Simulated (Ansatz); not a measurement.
Pr2B

```
Pr B
1.0
     5.93907    0.00000   -0.05989
     0.00000    4.19830    0.00000
    -1.36547    0.00000    6.74872
Pr B
4 2
Cartesian
  1.4453 0.0000 1.8042
  4.4148 2.0991 1.7743
  0.1588 2.0991 4.9146
  3.1283 0.0000 4.8846
  -0.6827 0.0000 3.3744
  2.2868 2.0991 3.3444
```

Space group C2/m; a generated structure, not necessarily the stable one; computed without spin polarisation; no Hubbard U on the f states and no spin–orbit coupling.

The calculation used DFT PBE, scalar-relativistic, plane waves, PAW; 4f electrons in the core of a trivalent norm-conserving potential (Ansatz).

Predict the valence pseudo-density and electron localisation function between the atoms.

Pr–B (2.64 Å): ρ is about 0.32 e/Å³ halfway; the ELF peaks at about 0.75 in the valence shell of B, 0.8 Å from its nucleus, and drops to about 0.25 between the two atoms.

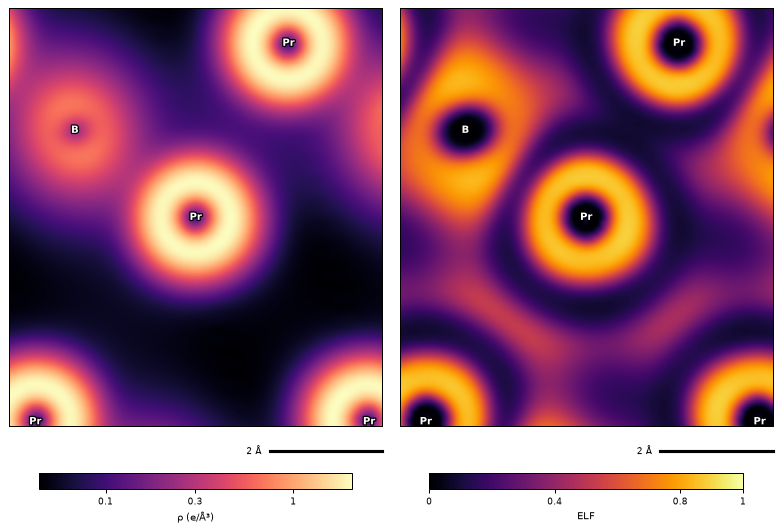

Computed valence pseudo-density and electron localisation function on the (010) plane of the conventional cell, in this order. 

Core electrons are replaced by pseudopotentials, and the valence fields are smoothed inside the atomic spheres.
